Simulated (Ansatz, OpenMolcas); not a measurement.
**Predicting a hybrid from its neighbours: GeH2Cl2O**

The species is GeH2Cl2O (6 atoms), meant as a singlet with charge 0. As SMILES, `[OH][GeH]([Cl])[Cl]`. The shape is that of a PBE0-D4/def2-TZVP optimisation. This is one conformer, not always the lowest.

The electronic atomisation energy y, in eV, basis cc-pVDZ; a is the functional's share of exact exchange. Programs: Ansatz 0.2.0, OpenMolcas 26.06.

| functional | program | a | y (eV) |
| --- | --- | --- | --- |
| r2SCAN | Ansatz | 0 | 18.77 |
| TPSS | OpenMolcas | 0 | 18.56 |
| B3LYP | Ansatz | 0.2 | 18.02 |
| PBE0 | Ansatz | 0.25 | 18.34 |
| r2SCAN0 | Ansatz | 0.25 | ? |
| BHLYP | Ansatz | 0.5 | 17.38 |

Question: Fit y = c + s·a to the known rows and predict r2SCAN0.

Answer: 
1. Means of the 5 rows: a = 0.1900, y = 18.214.
2. Σ(Δa)² = 0.172, Σ(Δa·Δy) = -0.4243, so the slope is -0.4243/0.172 = -2.4669.
3. Intercept: 18.214 − (-2.4669) × 0.1900 = 18.683. The largest residual of the fit is 0.27.
4. r2SCAN0: 18.683 + (-2.4669) × 0.25 = 18.07 eV.

The run gave 18.25 eV, so the prediction is off by -0.18 eV, within the largest residual.

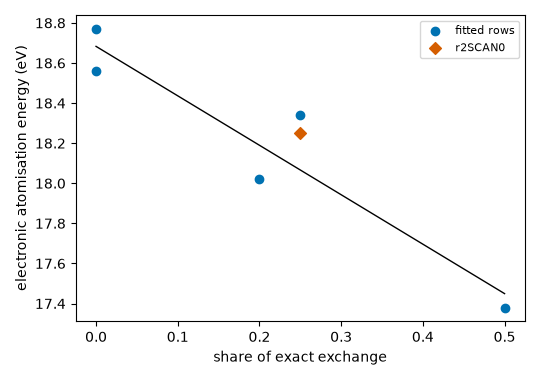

The fitted line, with the withheld row.
